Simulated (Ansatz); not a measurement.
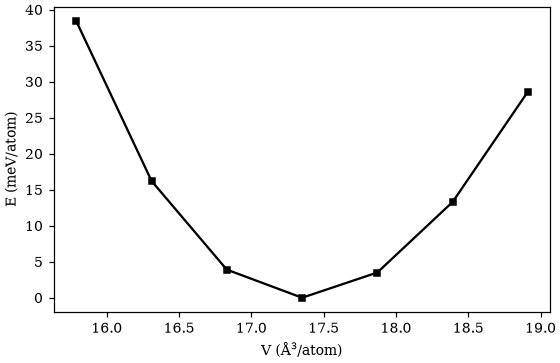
Fig. 1. BeSe (zinc blende, F-43m) under volume change, PBE in the plane-wave PAW code Ansatz, scaled uniformly.

Q: What does a third-order Birch–Murnaghan fit give for V₀, B₀ and B′?

A: V₀ = 17.35 Å³/atom, B₀ = 75.1 GPa, B′ = 3.9.

The cell was relaxed with PBE under the symmetry of its start; phonons on a q-mesh show no instability.

Potentials: the later of the program's two PAW sets.
